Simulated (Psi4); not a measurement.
# HF/3-21G run of CH3NSi (SMILES [H][Si]([H])([H])C#N)

Aim: the vertical singlet–triplet gap of CH3NSi at HF/3-21G, from 2 runs. 

Program for the calculation: Psi4 1.11.

1 further run of the same task is left out (set aside as unsound or not needed).

### Step 1. The system as given

The species is CH3NSi (6 atoms), meant as a singlet with charge 0. As SMILES, `[H][Si]([H])([H])C#N`. Geometry: relaxed at GFN2-xTB.

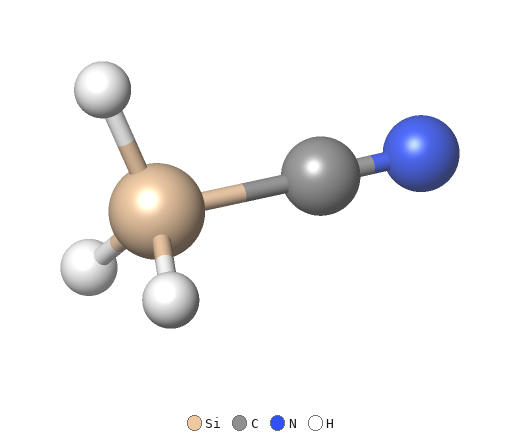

The structure, seen from a chosen angle (silicon light orange, carbon grey, nitrogen blue, hydrogen white).

### Step 2. Energy and gradient at HF/3-21G

input.inp reads:

```
memory 1.6 GB

molecule {
  0 1
  Si    -0.005910     0.005310    -0.607820
  C      0.007280    -0.009780     1.257730
  N      0.023780    -0.021100     2.402800
  H      1.395010     0.016460    -1.024950
  H     -0.715770     1.218710    -1.003950
  H     -0.704390    -1.209600    -1.023800
  symmetry c1
}

set basis 3-21G
set reference rhf
set puream true
set e_convergence 1e-09
set d_convergence 1e-08
set scf_type pk

e_tot, wfn = gradient('scf', return_wfn=True)
oeprop(wfn, 'QUADRUPOLE', 'LOWDIN_CHARGES', 'MAYER_INDICES', title='SCF')
print_variables()
```

Run with:

```sh
$ psi4 -n 1 input.inp input.out
```

input.out:

```text
[...]
  Running in c1 symmetry.
[...]
  Nuclear repulsion =   82.887837989854177
[...]
  Multiplicity = 1
[...]
  Nalpha       = 15
  Nbeta        = 15
[...]
    Number of basis functions: 37
[...]
   @RHF iter   1:  -380.87100676866805   -9.86118e-01   7.62574e-03 DIIS/ADIIS
[...]
   @RHF iter  10:  -380.92410426084916   -2.21689e-12   8.49607e-09 DIIS
[...]
    Orbital Energies [Eh]
    ---------------------
    Doubly Occupied:
       1A    -68.344861     2A    -15.512716     3A    -11.203709
       4A     -6.154310     5A     -4.250246     6A     -4.250240
       7A     -4.249598     8A     -1.247244     9A     -0.818810
      10A     -0.624187    11A     -0.538384    12A     -0.538287
      13A     -0.535629    14A     -0.470631    15A     -0.470608
[...]
  @RHF Final Energy:  -380.92410426084916
   => Energetics <=
    Nuclear Repulsion Energy =             82.8878379898541766
    One-Electron Energy =                -689.2049635411775625
    Two-Electron Energy =                 225.3930212904742802
    Total Energy =                       -380.9241042608491625
[...]
  -Total Gradient:
     Atom            X                  Y                   Z
    ------   -----------------  -----------------  -----------------
       1       -0.000057530855     0.000375948180    -0.008660722160
       2       -0.000601864168     0.000261156846    -0.012057676679
       3        0.000425854032    -0.000156705664     0.007483880996
       4       -0.005336105485    -0.000018194784     0.004457559728
       5        0.002957848609    -0.005109728135     0.004424090968
       6        0.002611797867     0.004647523557     0.004352867140
[...]
 Multipole Moments:
 ------------------------------------------------------------------------------------
     Multipole            Electronic (a.u.)      Nuclear  (a.u.)        Total (a.u.)
 ------------------------------------------------------------------------------------
 L = 1.  Multiply by 2.5417464519 to convert [e a0] to [Debye]
 Dipole X            :          0.0206974           -0.0351824           -0.0144849
 Dipole Y            :         -0.0233350            0.0359941            0.0126591
 Dipole Z            :          2.8679084           -4.3054485           -1.4375401
 Magnitude           :                                                    1.4376688
 L = 2.  Multiply by 1.3450342976 to convert [e a0^2] to [Debye ang]
 Quadrupole XX       :        -30.2866407           10.5666856          -19.7199551
 Quadrupole XY       :          0.0045741           -0.0048275           -0.0002534
[...]
```

Wall time 2.3 s (1 thread of Intel Xeon Platinum 8488C (Sapphire Rapids), shared host); peak memory 0.18 GiB.

### Step 3. The triplet: the energy at UHF/3-21G

calc.in reads:

```
memory 1600 MB

molecule {
  0 3
  Si    -0.005910     0.005310    -0.607820
  C      0.007280    -0.009780     1.257730
  N      0.023780    -0.021100     2.402800
  H      1.395010     0.016460    -1.024950
  H     -0.715770     1.218710    -1.003950
  H     -0.704390    -1.209600    -1.023800
  symmetry c1
  no_reorient
  no_com
}

set {
  basis 3-21G
  reference uhf
  puream true
  e_convergence 1e-09
  d_convergence 1e-08
  scf_type pk
  maxiter 200
}

energy_value, wavefunction = energy('scf', return_wfn=True)
oeprop(wavefunction, 'DIPOLE', 'MULLIKEN_CHARGES', 'MAYER_INDICES', title='SCF')
```

Run with:

```sh
$ psi4 calc.in calc.out -n 1
```

calc.out:

```text
[...]
  Running in c1 symmetry.
[...]
  Nuclear repulsion =   82.887837989854148
[...]
  Multiplicity = 3
[...]
  Nalpha       = 16
  Nbeta        = 14
[...]
    Number of basis functions: 37
[...]
   @UHF iter   1:  -380.46588263340254   -5.80994e-01   1.06028e-02 DIIS/ADIIS
[...]
   @UHF iter  66:  -380.71459496922205   -6.82121e-13   9.05401e-09 DIIS
[...]
   @S^2 Observed:                2.011902950E+00
[...]
    Orbital Energies [Eh]
    ---------------------
    Alpha Occupied:
       1A    -68.337769     2A    -15.517691     3A    -11.221298
       4A     -6.145449     5A     -4.241977     6A     -4.241484
       7A     -4.240026     8A     -1.331500     9A     -0.831289
      10A     -0.668744    11A     -0.661131    12A     -0.562438
      13A     -0.546643    14A     -0.522294    15A     -0.494785
      16A     -0.255714
    Alpha Virtual:
      17A      0.134603    18A      0.144200    19A      0.216724
      20A      0.273556    21A      0.285949    22A      0.349341
      23A      0.459567    24A      0.460513    25A      0.468623
[...]
  @UHF Final Energy:  -380.71459496922205
   => Energetics <=
    Nuclear Repulsion Energy =             82.8878379898541482
    One-Electron Energy =                -688.8788420634388103
    Two-Electron Energy =                 225.2764091043626422
    Total Energy =                       -380.7145949692220483
  UHF NO Occupations:
  HONO-2 :   14  A 1.9961934
  HONO-1 :   15  A 1.0000000
[...]
 Multipole Moments:
 ------------------------------------------------------------------------------------
     Multipole            Electronic (a.u.)      Nuclear  (a.u.)        Total (a.u.)
 ------------------------------------------------------------------------------------
 L = 1.  Multiply by 2.5417464519 to convert [e a0] to [Debye]
 Dipole X            :         -0.1885673            0.1932245            0.0046572
 Dipole Y            :          0.2148432           -0.2011991            0.0136441
 Dipole Z            :        -25.3076051           24.1956754           -1.1119297
 Magnitude           :                                                    1.1120232
[...]
  Mulliken Charges: (a.u.)
   Center  Symbol    Alpha    Beta     Spin     Total
       1    SI     6.38915  6.51670 -0.12755  1.09415
       2     C     3.54886  2.58177  0.96709 -0.13064
       3     N     4.22297  3.19542  1.02755 -0.41840
       4     H     0.58571  0.58765 -0.00194 -0.17336
       5     H     0.62151  0.56297  0.05855 -0.18448
       6     H     0.63178  0.55549  0.07630 -0.18727
   Total alpha = 16.00000, Total beta = 14.00000, Total charge = -0.00000
  Mayer Bond Indices:
[...]
```

It took 2.5 s on 1 thread of Intel Xeon Platinum 8488C (Sapphire Rapids), shared host; peak memory 0.18 GiB.

### Step 4. Outcome

Level: HF/3-21G.

| quantity | value |
| --- | --- |
| singlet: total energy | -380.92410 Eh |
| singlet: dipole moment | 3.65 D |
| singlet: HOMO energy | -12.81 eV |
| singlet: LUMO energy | 3.84 eV |
| singlet: HOMO–LUMO gap | 16.64 eV |
| singlet: largest force on an atom | 0.621 eV/Å |
| triplet: total energy | -380.71459 Eh |
| triplet: dipole moment | 2.83 D |
| triplet: HOMO energy (highest over α and β) | -6.96 eV |
| triplet: LUMO energy (lowest over α and β) | -0.25 eV |
| triplet: ⟨S²⟩ | 2.012 |
| vertical energy of the triplet above the singlet | 5.701 eV |

What this shows: At this shape the triplet lies 5.70 eV (131 kcal/mol) above the singlet. The largest force (singlet) is 0.62 eV/Å: the shape isn't a stationary point for this species at this level. Mulliken charges (triplet) run from -0.42 on N3 to +1.09 on Si1.
